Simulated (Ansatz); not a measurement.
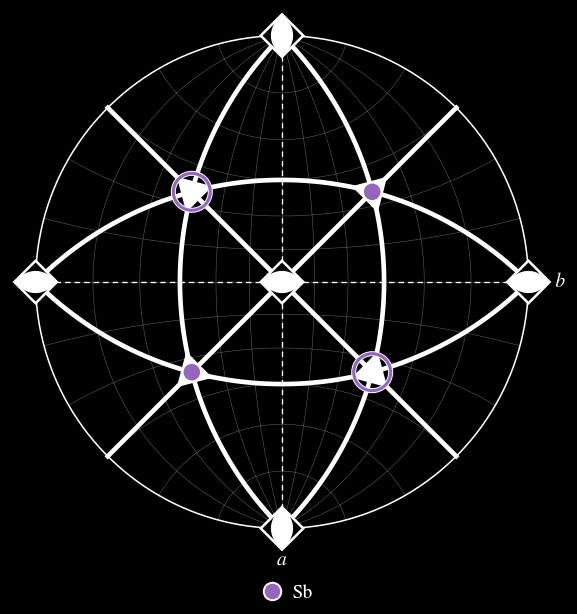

Directions from one gallium atom at (0, 0, 0) to its bonded neighbours, in stereographic projection down c (filled: above the plane of the page or in it, open: below). Crystal: GaSb, coordinates from a relaxation with DFT, PBE, PAW with Ansatz's default frozen-core files, scalar-relativistic (Ansatz 0.2.0); the starting structure was generated, so it need not be a known form of this composition. Geometry calculated from the standardised cell; symmetry tolerance 0.002 Å.

Neighbours are counted up to 3.18 Å for Sb. The symmetry elements of the site are drawn in: heavy lines are mirror planes (a heavy rim: a mirror in the plane of the page); lens, triangle, square and hexagon are 2-, 3-, 4- and 6-fold axes, a lens in an open square is −4, a triangle in an open hexagon −6; thin dashed diameters join the ends of axes that lie in the page; a small open circle marks inversion.

```
CELL_PARAMETERS angstrom
6.21612 0.00000 0.00000
0.00000 6.21612 0.00000
0.00000 0.00000 6.21612
ATOMIC_POSITIONS crystal
Ga 0.00000 0.00000 0.00000
Sb 0.25000 0.25000 0.75000
Ga 0.00000 0.50000 0.50000
Sb 0.25000 0.75000 0.25000
Ga 0.50000 0.00000 0.50000
Sb 0.75000 0.25000 0.25000
Ga 0.50000 0.50000 0.00000
Sb 0.75000 0.75000 0.75000
```

How many neighbours are there, and at what angles?

4: 4 Sb at 2.69 Å. Angles between bonds: 109° (6×).

What is the site's symmetry in the crystal?

Point group -43m (Td), order 24: three −4 axes, four threefold axes, six mirror planes. In F-43m (No. 216) this is Wyckoff position 4a.
